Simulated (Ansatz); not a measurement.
# C3H11FSi2 (SMILES CC(C)(F)[SiH2][SiH3]): what the fields show

| atom | x (Å) | y (Å) | z (Å) |
| --- | --- | --- | --- |
| C | -1.3486 | -0.9377 | -0.0189 |
| C | 0.1053 | -0.7766 | 0.4070 |
| C | 0.8305 | -2.1143 | 0.4902 |
| F | 0.0882 | -0.2357 | 1.7317 |
| Si | 1.0595 | 0.5453 | -0.6159 |
| Si | 2.9408 | 1.1976 | 0.6207 |
| H | -1.8616 | -1.6418 | 0.6483 |
| H | -1.4121 | -1.3274 | -1.0414 |
| H | -1.8786 | 0.0189 | 0.0175 |
| H | 0.8693 | -2.5957 | -0.4932 |
| H | 1.8557 | -1.9934 | 0.8544 |
| H | 0.3010 | -2.7825 | 1.1804 |
| H | 1.4413 | -0.0198 | -1.9440 |
| H | 0.1601 | 1.7081 | -0.8571 |
| H | 2.5425 | 2.0461 | 1.7746 |
| H | 3.9006 | 1.9663 | -0.2213 |
| H | 3.6455 | -0.0059 | 1.1434 |

Theory: RKS B3LYP-D4/6-31G* (Ansatz).

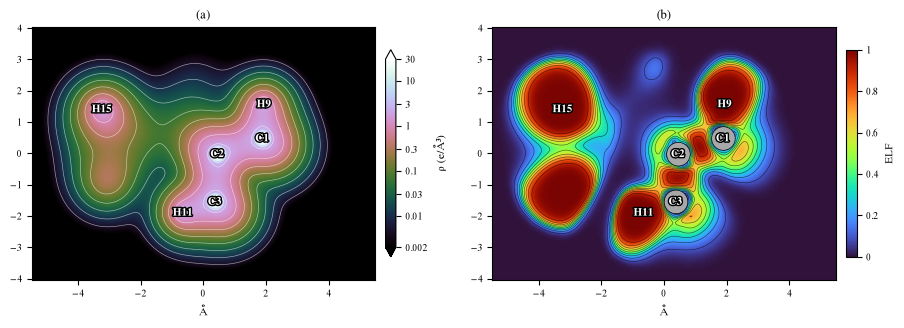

Figure 1. (a) total electron density; (b) electron localisation function on the plane of atoms C2, C3 and H11. Grey discs cover the atomic cores in the ELF map.

Q: Describe what can be read from this map.

A: Atoms in the plane: C and H. C–C (1.52 Å): ρ is about 1.7 e/Å³ halfway; the ELF peaks at about 1 between the atoms: a covalent bond. C–H (1.09 Å): ρ is about 2 e/Å³ halfway; the ELF climbs to about 1 towards the hydrogen, as it does in any bond to H; a covalent bond by its length.

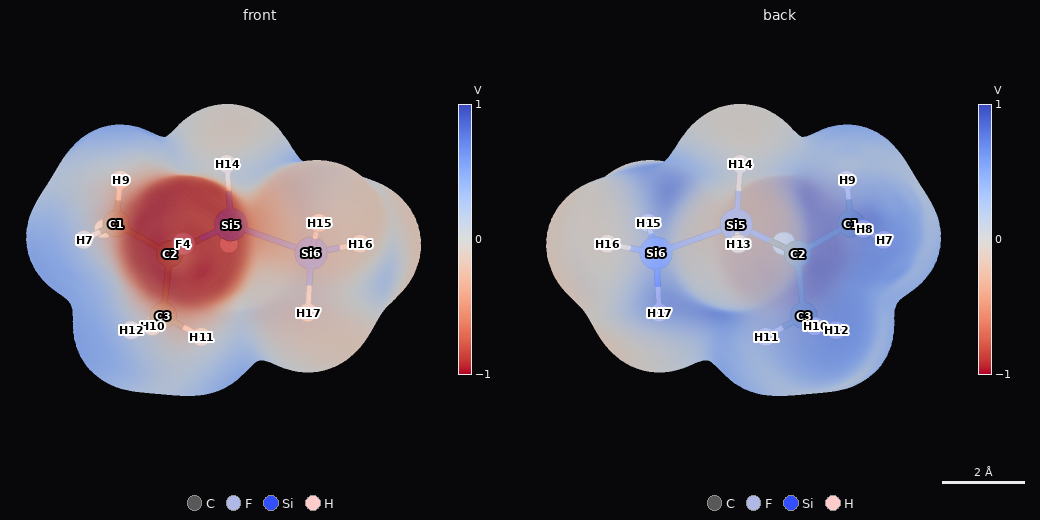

Figure 2. The molecular electrostatic potential painted on the density surface at 0.001 e/bohr³, seen from the front and from behind; the colour scale runs from red (negative) to blue (positive).

Q: Which sites attract a positive test charge, and which a negative one?

A: A positive charge is drawn to the negative regions and a negative charge to the positive ones. The most negative region (about −0.9 V) lies over F4, the most positive (about +0.7 V) over C2, Si5, H8 and H10.

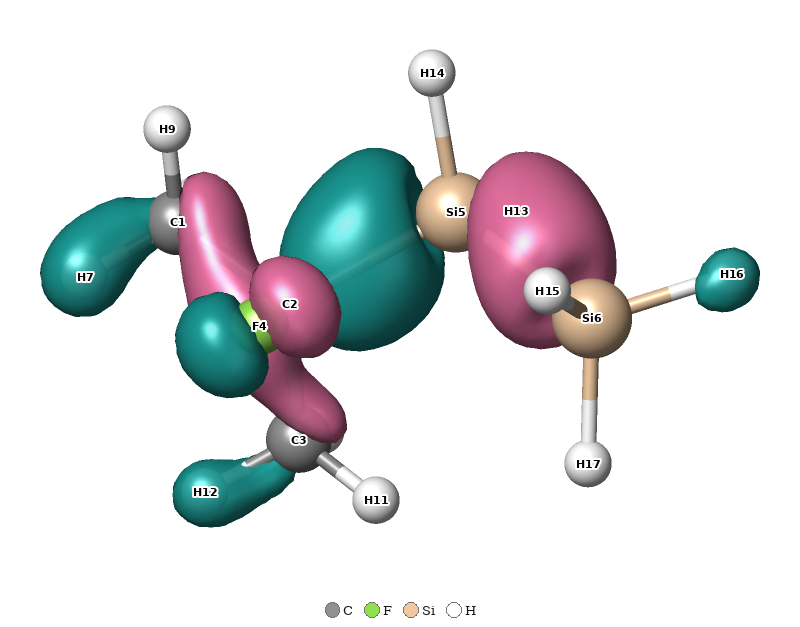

Figure 3. The HOMO at ±0.15 Å⁻³ᐟ² (teal and pink are the two phases), seen at a tilt.

Q: Where does this orbital lie, and at what energy?

A: It lies mainly on Si5 (about 25 %), C2 (about 25 %), Si6 (about 15 %), F4 (about 15 %) and C1 (about 5 %). Its energy is −7.57 eV.
